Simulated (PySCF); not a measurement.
**GeH4S (SMILES [SH][GeH3]) at 6 levels**

Aim: a comparison of 6 runs (HF/STO-3G, HF/def2-SVP, B3LYP/6-31G*, PBE0/def2-SVP, PBE0/def2-TZVP, MP2/3-21G) of GeH4S. 

The calculation is run with PySCF 2.14.0.

## Step 1: Starting point

GeH4S: 6 atoms, total charge 0, spin state singlet. As SMILES, `[SH][GeH3]`. Geometry: relaxed at PBE0-D4/def2-TZVP.

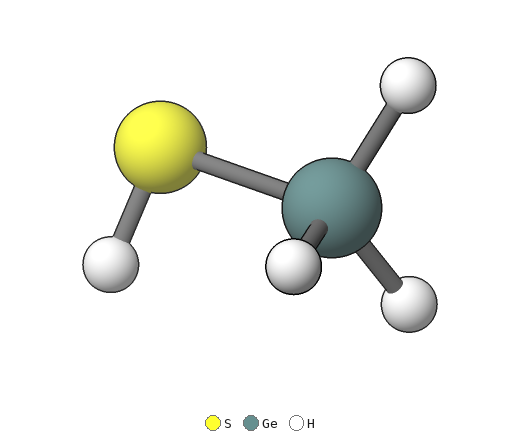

Viewed from a chosen angle; sulfur yellow, germanium teal, hydrogen white.

## Step 2: Energy and gradient at HF/STO-3G (run 1)

run.py

```python
from pyscf import gto, scf

system = gto.M(
    atom='''
S        0.843400      -1.117400       1.012200
Ge      -0.180000       0.501500      -0.118600
H        0.574500      -2.069200       0.103800
H       -1.667600       0.166300      -0.305900
H        0.485600       0.702400      -1.488700
H       -0.013600       1.752500       0.751000
''',
    charge=0,
    max_memory=1860,
    basis='sto-3g',
    verbose=3,
)

mf = scf.RHF(system)
mf.conv_tol = 1e-10
mf.kernel()
if not mf.converged:
    mf = mf.newton().run(mf.mo_coeff, mf.mo_occ)

e_final = mf.e_tot
print('Final energy', e_final)
grad = mf.nuc_grad_method().kernel()
mf.analyze()
```

On the command line:

```console
$ OMP_NUM_THREADS=1 python run.py
```

Output:

```text
converged SCF energy = -2447.27639337079
Final energy -2447.2763933707934
--------------- RHF gradients ---------------
         x                y                z
0 S     0.0101996357    -0.0032344923     0.0170152160
1 Ge     0.0063297248    -0.0152660369     0.0046018911
2 H    -0.0025527886    -0.0063111473    -0.0073968932
3 H    -0.0379746347    -0.0095119955    -0.0040736236
4 H     0.0179072556     0.0044210249    -0.0347825554
5 H     0.0060908072     0.0299026470     0.0246359651
----------------------------------------------
**** MO energy ****
MO #1   energy= -400.555783974373  occ= 2
MO #2   energy= -90.7065972330801  occ= 2
MO #3   energy= -50.3998381830243  occ= 2
MO #4   energy= -45.4638163261068  occ= 2
MO #5   energy= -45.4633647440763  occ= 2
MO #6   energy= -45.4633213232407  occ= 2
MO #7   energy= -8.61563006527907  occ= 2
MO #8   energy= -6.48628618524692  occ= 2
MO #9   energy= -6.24757343958301  occ= 2
MO #10  energy= -6.24567005112787  occ= 2
MO #11  energy= -6.24237667241504  occ= 2
MO #12  energy= -4.52881726002761  occ= 2
MO #13  energy= -4.52691687654933  occ= 2
MO #14  energy= -4.52667884230156  occ= 2
MO #15  energy= -0.877058898713844 occ= 2
MO #16  energy= -0.671313516391972 occ= 2
MO #17  energy= -0.667692100005086 occ= 2
MO #18  energy= -0.66745969141088  occ= 2
MO #19  energy= -0.664610392478492 occ= 2
MO #20  energy= -0.664541660568219 occ= 2
MO #21  energy= -0.6394252803305   occ= 2
MO #22  energy= -0.462410470113746 occ= 2
MO #23  energy= -0.430653663986701 occ= 2
MO #24  energy= -0.405099893061957 occ= 2
MO #25  energy= -0.326082329130651 occ= 2
MO #26  energy= -0.26093396227296  occ= 2
MO #27  energy= 0.374762976036413  occ= 0
MO #28  energy= 0.483601664216224  occ= 0
MO #29  energy= 0.494502142434378  occ= 0
MO #30  energy= 0.516043012980877  occ= 0
MO #31  energy= 0.541575747116228  occ= 0
 ** Mulliken atomic charges  **
charge of    0S =     -0.02035
charge of    1Ge =      0.40050
charge of    2H =     -0.05349
charge of    3H =     -0.10996
charge of    4H =     -0.10998
charge of    5H =     -0.10672
Dipole moment(X, Y, Z, Debye): -0.59300,  0.19190, -0.98711
```

Wall time 3.6 s (1 thread of Intel Xeon at 2.50GHz (Skylake/Cascade Lake), shared host); peak memory 0.12 GiB.

## Step 3: Energy and gradient at HF/def2-SVP (run 2)

calc.py

```python
from pyscf import gto, scf

molecule = gto.M(
    atom='''
S      1.593795    -2.111580     1.912781
Ge    -0.340151     0.947698    -0.224122
H      1.085648    -3.910221     0.196154
H     -3.151307     0.314261    -0.578067
H      0.917651     1.327344    -2.813235
H     -0.025700     3.311745     1.419184
''',
    verbose=3,
    charge=0,
    basis='def2-svp',
    unit='bohr',
    max_memory=1860,
)

hf = scf.RHF(molecule)
hf.conv_tol = 1e-10
hf.kernel()
if not hf.converged:
    hf = hf.newton().run(hf.mo_coeff, hf.mo_occ)

etot = hf.e_tot
print('E(%s) = %.9f' % ('HF', etot))
grad = hf.nuc_grad_method().kernel()
hf.analyze()
```

On the command line:

```console
$ OMP_NUM_THREADS=1 python calc.py
```

Output:

```text
converged SCF energy = -2474.85146435363
E(HF) = -2474.851464354
--------------- RHF gradients ---------------
         x                y                z
0 S    -0.0002530243     0.0063552696     0.0023528672
1 Ge     0.0020643900    -0.0054002676     0.0013439107
2 H    -0.0017837100    -0.0011617814    -0.0037176174
3 H    -0.0017377467    -0.0005076451     0.0000746007
4 H     0.0010637875     0.0001968931    -0.0014740727
5 H     0.0006463035     0.0005175312     0.0014203114
----------------------------------------------
**** MO energy ****
MO #1   energy= -405.219432774069  occ= 2
MO #2   energy= -91.9141677299661  occ= 2
MO #3   energy= -52.1468644801444  occ= 2
MO #4   energy= -46.2484294183315  occ= 2
MO #5   energy= -46.2477129955996  occ= 2
MO #6   energy= -46.247642473913   occ= 2
MO #7   energy= -8.95005574753743  occ= 2
MO #8   energy= -7.2041528949206   occ= 2
MO #9   energy= -6.63769845178601  occ= 2
MO #10  energy= -6.63673037125754  occ= 2
MO #11  energy= -6.63456032806966  occ= 2
MO #12  energy= -5.1836364183258   occ= 2
MO #13  energy= -5.18141737484792  occ= 2
MO #14  energy= -5.18105552078439  occ= 2
MO #15  energy= -1.65757197883444  occ= 2
MO #16  energy= -1.65600757014834  occ= 2
MO #17  energy= -1.65576426907811  occ= 2
MO #18  energy= -1.65178783745354  occ= 2
MO #19  energy= -1.65153644513463  occ= 2
MO #20  energy= -0.9607679224062   occ= 2
MO #21  energy= -0.724049901327898 occ= 2
MO #22  energy= -0.548304065718416 occ= 2
MO #23  energy= -0.493929901551573 occ= 2
MO #24  energy= -0.478299596642181 occ= 2
MO #25  energy= -0.435371850122638 occ= 2
MO #26  energy= -0.371023210883637 occ= 2
MO #27  energy= 0.133703231771015  occ= 0
MO #28  energy= 0.166739427873894  occ= 0
MO #29  energy= 0.178649194045486  occ= 0
MO #30  energy= 0.1850070998942    occ= 0
MO #31  energy= 0.20303634086676   occ= 0
MO #32  energy= 0.331687310185223  occ= 0
MO #33  energy= 0.420844724076796  occ= 0
MO #34  energy= 0.42946426239983   occ= 0
MO #35  energy= 0.447362794222238  occ= 0
MO #36  energy= 0.483172828171642  occ= 0
MO #37  energy= 0.508134907919643  occ= 0
MO #38  energy= 0.585264398422019  occ= 0
MO #39  energy= 0.631235210249628  occ= 0
MO #40  energy= 0.637128284088525  occ= 0
MO #41  energy= 0.679967088198218  occ= 0
MO #42  energy= 0.687698317019718  occ= 0
MO #43  energy= 0.855471187361797  occ= 0
MO #44  energy= 0.859053582974145  occ= 0
MO #45  energy= 0.932870455442738  occ= 0
MO #46  energy= 0.945514372035204  occ= 0
MO #47  energy= 1.02949518324478   occ= 0
MO #48  energy= 1.06312858599132   occ= 0
MO #49  energy= 1.10239163817479   occ= 0
MO #50  energy= 1.12508144606013   occ= 0
MO #51  energy= 1.12949276155889   occ= 0
MO #52  energy= 1.3081035537001    occ= 0
MO #53  energy= 1.39613260070573   occ= 0
MO #54  energy= 1.61592675488804   occ= 0
MO #55  energy= 1.76875037591417   occ= 0
MO #56  energy= 1.7688251805985    occ= 0
MO #57  energy= 1.83533907435879   occ= 0
MO #58  energy= 1.85300335828545   occ= 0
MO #59  energy= 1.88282550182695   occ= 0
MO #60  energy= 2.00786463706787   occ= 0
MO #61  energy= 2.02809165218598   occ= 0
MO #62  energy= 2.15333086182739   occ= 0
MO #63  energy= 2.1792692413811    occ= 0
MO #64  energy= 2.18749404708694   occ= 0
MO #65  energy= 2.50740612403865   occ= 0
MO #66  energy= 2.7909682498972    occ= 0
MO #67  energy= 2.8066667666266    occ= 0
MO #68  energy= 2.96732452875363   occ= 0
MO #69  energy= 3.0672642518123    occ= 0
MO #70  energy= 3.06754296163219   occ= 0
 ** Mulliken atomic charges  **
charge of    0S =     -0.29172
charge of    1Ge =      0.54165
charge of    2H =      0.06958
charge of    3H =     -0.11022
charge of    4H =     -0.11028
charge of    5H =     -0.09902
Dipole moment(X, Y, Z, Debye): -0.77873,  0.26558, -1.28911
```

It took 9.9 s on 1 thread of Intel Xeon at 2.50GHz (Skylake/Cascade Lake), shared host; peak memory 0.14 GiB.

Runs 3 to 5 aren't shown in full; the table further down has their settings and results.

## Step 4: Energy and forces at MP2/3-21G (run 6)

geometry.xyz

```xyz
6

S      0.843400    -1.117400     1.012200
Ge    -0.180000     0.501500    -0.118600
H      0.574500    -2.069200     0.103800
H     -1.667600     0.166300    -0.305900
H      0.485600     0.702400    -1.488700
H     -0.013600     1.752500     0.751000
```

calc.py

```python
# [SH][GeH3]
import pyscf.grad
from pyscf import gto, mp

mol = gto.M(
    atom='geometry.xyz',
    basis='3-21g',
    verbose=3,
    spin=0,
    max_memory=1860,
)

mf = mol.RHF()
mf.conv_tol = 1e-10
mf.kernel()
if not mf.converged:
    mf = mf.newton().run(mf.mo_coeff, mf.mo_occ)

pt = mp.MP2(mf, frozen=14).run()
e_final = pt.e_tot
print('Final energy', e_final)
grad = pt.Gradients().kernel()
mf.analyze()
```

On the command line:

```console
$ OMP_NUM_THREADS=1 python calc.py
```

Output:

```text
converged SCF energy = -2463.21311137538
E(RMP2) = -2463.32514534958  E_corr = -0.112033974205311
E(SCS-RMP2) = -2463.33328744411  E_corr = -0.120176068727227
Final energy -2463.325145349583
--------------- RMP2 gradients ---------------
         x                y                z
0 S    -0.0135468225     0.0110739613    -0.0195906602
1 Ge     0.0118212874    -0.0239461668     0.0107510217
2 H    -0.0001476131     0.0145666629     0.0062236995
3 H     0.0030654380     0.0007358381     0.0010152506
4 H    -0.0008693710    -0.0002410612     0.0031687101
5 H    -0.0003229187    -0.0021892342    -0.0015680216
----------------------------------------------
**** MO energy ****
MO #1   energy= -402.720868700919  occ= 2
MO #2   energy= -91.3076980032987  occ= 2
MO #3   energy= -51.9493306810056  occ= 2
MO #4   energy= -45.9608877866087  occ= 2
MO #5   energy= -45.9603519890672  occ= 2
MO #6   energy= -45.9603161221388  occ= 2
MO #7   energy= -8.90896431596292  occ= 2
MO #8   energy= -7.17768273794362  occ= 2
MO #9   energy= -6.5836954845941   occ= 2
MO #10  energy= -6.58177129235862  occ= 2
MO #11  energy= -6.57872184393777  occ= 2
MO #12  energy= -5.13329436821236  occ= 2
MO #13  energy= -5.13073377282693  occ= 2
MO #14  energy= -5.13037755893228  occ= 2
MO #15  energy= -1.58159340118669  occ= 2
MO #16  energy= -1.58009051418772  occ= 2
MO #17  energy= -1.58004497801322  occ= 2
MO #18  energy= -1.57678605463633  occ= 2
MO #19  energy= -1.57664843601842  occ= 2
MO #20  energy= -0.984390566906558 occ= 2
MO #21  energy= -0.734609683380369 occ= 2
MO #22  energy= -0.551168882091159 occ= 2
MO #23  energy= -0.502575516998732 occ= 2
MO #24  energy= -0.483734026252921 occ= 2
MO #25  energy= -0.432884006999815 occ= 2
MO #26  energy= -0.379124130794749 occ= 2
MO #27  energy= 0.110924468105671  occ= 0
MO #28  energy= 0.182530949762263  occ= 0
MO #29  energy= 0.189018977448901  occ= 0
MO #30  energy= 0.196027302548315  occ= 0
MO #31  energy= 0.238748573172781  occ= 0
MO #32  energy= 0.385043698938582  occ= 0
MO #33  energy= 0.410770804009134  occ= 0
MO #34  energy= 0.411443261601385  occ= 0
MO #35  energy= 0.467596572244579  occ= 0
MO #36  energy= 0.699424680943974  occ= 0
MO #37  energy= 0.731619875828689  occ= 0
MO #38  energy= 0.750180341560204  occ= 0
MO #39  energy= 0.897559092084103  occ= 0
MO #40  energy= 1.20124746899393   occ= 0
MO #41  energy= 1.33770980854998   occ= 0
MO #42  energy= 1.34303804702935   occ= 0
MO #43  energy= 1.35973859887158   occ= 0
 ** Mulliken atomic charges  **
charge of    0S =     -0.31499
charge of    1Ge =      0.53841
charge of    2H =      0.07251
charge of    3H =     -0.10282
charge of    4H =     -0.10285
charge of    5H =     -0.09025
Dipole moment(X, Y, Z, Debye): -1.29095,  0.75489, -1.99808
```

It took 4.8 s on 1 thread of Intel Xeon at 2.50GHz (Skylake/Cascade Lake), shared host; peak memory 0.18 GiB.

## Step 5: The series

```csv
run,level,Cartesian functions,integration grid,energy (Eh),dipole moment (D) of the reference,HOMO energy (eV),LUMO energy (eV),wall time
1,HF/STO-3G,no,–,-2447.276393,1.17,-7.10,10.20,3.6 s
2,HF/def2-SVP,no,–,-2474.851464,1.53,-10.10,3.64,9.9 s
3,B3LYP/6-31G* (Cartesian functions),yes,5,-2477.371867,1.57,-6.93,-0.25,30 s
4,PBE0/def2-SVP,no,5,-2476.817418,1.39,-7.18,0.32,34 s
5,PBE0/def2-TZVP,no,5,-2477.219481,1.31,-7.32,0.01,66 s
6,MP2/3-21G,no,–,-2463.325145,2.50,-10.32,3.02,4.8 s
```

## Step 6: What came out

```
                                           quantity           value
                                run 6: total energy  -2463.32515 Eh
        run 6: dipole moment (Hartree–Fock density)          2.50 D
         run 6: HOMO energy (Hartree–Fock orbitals)       -10.32 eV
         run 6: LUMO energy (Hartree–Fock orbitals)         3.02 eV
       run 6: HOMO–LUMO gap (Hartree–Fock orbitals)        13.33 eV
run 6: correlation energy (14 core orbitals frozen)      -112.0 mEh
                    run 6: largest force on an atom      1.480 eV/Å
```

**Reading.** Over runs 1, 2, 3, 4, 5 the dipole moment (its size) runs from 1.17 D (HF/STO-3G) to 1.57 D (B3LYP/6-31G*). The two ends differ in method and basis. Over runs 1, 2, 3, 4, 5 the HOMO–LUMO gap runs from 6.67 eV (B3LYP/6-31G*) to 17.30 eV (HF/STO-3G). Totals of different functionals can't be ranked against each other. In run 1 the basis is minimal, so the values are rough. All runs together took 2.5 min, the longest 66 s.
